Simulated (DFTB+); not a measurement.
## Run report: C₄H₈P (charge −1), single-point calculation

System: C₄H₈P, charge −1, SMILES [PH-]C1CCC1.
Method: DFTB2, R-SCC (DFTB+ 25.1).

The geometry comes from this level: GFN2-xTB.

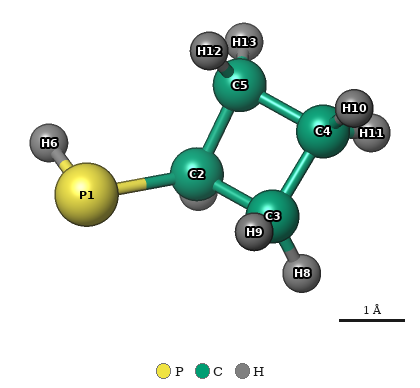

Figure 1. The structure as given in the input (ball-and-stick view, seen at a tilt; atoms are numbered from 1 in the order of the input). Bond lengths as drawn: C–C 1.53 to 1.55 Å, C–H 1.09 to 1.10 Å, C–P 1.86 Å and H–P 1.36 Å.

**Input (dftb_in.hsd)**
```
Geometry = GenFormat {
  <<< "start.gen"
}

Hamiltonian = DFTB {
  SCC = Yes
  SlaterKosterFiles = Type2FileNames {
    Prefix = "slakos/"
    Separator = ""
    Suffix = ".spl"
    LowerCaseTypeName = Yes
  }
  MaxAngularMomentum {
    P = "d"
    C = "p"
    H = "s"
  }
  Charge = -1
  Filling = Fermi {
    Temperature [K] = 3000
  }
}

Options {
  WriteResultsTag = Yes
}

InputVersion = 25.1
```

**File start.gen**
```
13 C
P C H
   1  1     -2.128470      0.837430      0.897940
   2  2     -0.778930      0.170050     -0.199970
   3  2     -0.135400     -1.155470      0.240410
   4  2      1.244740     -0.571360     -0.075390
   5  2      0.620680      0.824390     -0.154500
   6  3     -2.272980      1.956340      0.135650
   7  3     -1.146070      0.107110     -1.231010
   8  3     -0.429610     -2.050930     -0.310700
   9  3     -0.285420     -1.328050      1.305470
  10  3      2.019390     -0.715900      0.682000
  11  3      1.631710     -0.912250     -1.038620
  12  3      0.758200      1.398620      0.760320
  13  3      0.902170      1.440020     -1.011600
```

Hardware: 1 thread of Intel Xeon (Granite Rapids), 128 GiB of memory available, shared host.

Launched with:
```bash
dftb+ > run.log
```

**What the program printed**
```
|  DFTB+ development version (commit: a23bfb2)

Reading input file 'dftb_in.hsd'
Parser version: 14

--------------------------------------------------------------------------------
Reading SK-files:
./slakos/pp.spl
./slakos/pc.spl
./slakos/ph.spl
./slakos/cc.spl
./slakos/ch.spl
./slakos/hh.spl
Done.

Processed input in HSD format written to 'dftb_pin.hsd'

Starting initialization...
--------------------------------------------------------------------------------
WARNING!
-> Dipole printed for a charged system : origin dependent quantity
OpenMP threads:              1
Chosen random seed:          1005094157
Current stacksize:           unlimited
Mode:                        Static calculation
Self consistent charges:     Yes
SCC-tolerance:                 0.100000E-04
Max. scc iterations:                    100
Shell resolved Hubbard:      No
Spin polarisation:           No
Nr. of up electrons:            15.000000
Nr. of down electrons:          15.000000
Periodic boundaries:         No
Electronic solver:           Relatively robust
Mixer:                       Broyden mixer
Mixing parameter:                  0.200000
Nr. of chrg. vec. in memory:            100
Max. SCC-cycles:                        100
Electronic temperature:              0.950045E-02 H      0.258520E+00 eV
Initial charges:             Set automatically (system chrg:  -0.100E+01)
Included shells:             P:  s, p, d
                             C:  s, p
                             H:  s
Extra options:
                             Mulliken analysis

--------------------------------------------------------------------------------

***  Geometry step: 0

 iSCC Total electronic   Diff electronic      SCC error
    1   -0.11732816E+02    0.00000000E+00    0.10370457E+01
    2   -0.11767140E+02   -0.11732816E+02    0.65218297E+00
    3   -0.11786829E+02   -0.34324166E-01    0.74156952E-01
    4   -0.11787051E+02   -0.19689222E-01    0.68075118E-01
    5   -0.11787302E+02   -0.22173069E-03    0.12022390E-01
    6   -0.11787305E+02   -0.25080631E-03    0.32473331E-02
    7   -0.11787304E+02   -0.29822601E-05    0.29493226E-02
    8   -0.11787304E+02    0.11001426E-05    0.31479059E-03
    9   -0.11787305E+02   -0.93202119E-06    0.63688566E-04
   10   -0.11787305E+02   -0.74531494E-07    0.10164097E-04
   11   -0.11787305E+02    0.10027279E-07    0.68878609E-06

Total Energy:                      -11.6323832880 H         -316.5333 eV
Extrapolated to 0K:                -11.6325591508 H         -316.5380 eV
Total Mermin free energy:          -11.6327350136 H         -316.5428 eV
Force related energy:              -11.6327350136 H         -316.5428 eV

--------------------------------------------------------------------------------
--------------------------------------------------------------------------------
--------------------------------------------------------------------------------
Missing                                +       0.01 (100.0%)       0.01 (100.0%)
Total                                  =       0.01 (100.0%)       0.01 (100.0%)
--------------------------------------------------------------------------------
```

**File band.out**
```
 KPT            1  SPIN            1  KWEIGHT    1.0000000000000000
     1    -13.6999  2.00000
     2     -9.9590  2.00000
     3     -9.9021  2.00000
     4     -7.3521  2.00000
     5     -6.1981  2.00000
     6     -5.6829  2.00000
     7     -4.7076  2.00000
     8     -3.9225  2.00000
     9     -3.7757  2.00000
    10     -3.5221  2.00000
    11     -2.1981  2.00000
    12     -2.1059  2.00000
    13     -0.4898  2.00000
    14      0.7713  2.00000
    15      3.0664  1.99761
    16      6.5455  0.00239
    17      8.1074  0.00001
    18      8.8818  0.00000
    19      9.0514  0.00000
    20      9.2868  0.00000
    21     11.4396  0.00000
    22     12.5139  0.00000
    23     13.1877  0.00000
    24     14.2269  0.00000
    25     15.1702  0.00000
    26     15.5962  0.00000
    27     16.8347  0.00000
    28     18.0005  0.00000
    29     18.7181  0.00000
    30     19.2696  0.00000
    31     20.6126  0.00000
    32     24.5217  0.00000
    33     26.5946  0.00000
```

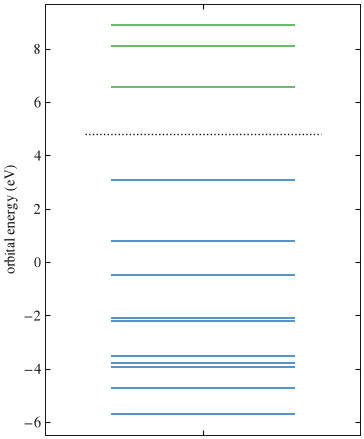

Figure 2. Orbital energies near the frontier; the dotted line parts filled from empty levels, and levels within 0.02 eV of each other stand side by side. Highest filled 3.07 eV, lowest empty 6.55 eV, 3.48 eV apart.

**Summary**

| quantity | value |
| --- | --- |
| outcome | converged |
| total energy | −11.632735 hartree |
| basis functions | 33 |
| HOMO | 3.07 eV |
| LUMO | 6.55 eV |
| peak memory | 0.071 GiB |

Settings chosen away from the usual ones: electronic_temperature. These settings are looser than, or depart from, a standard set-up, so the numbers are not reference values for this system.
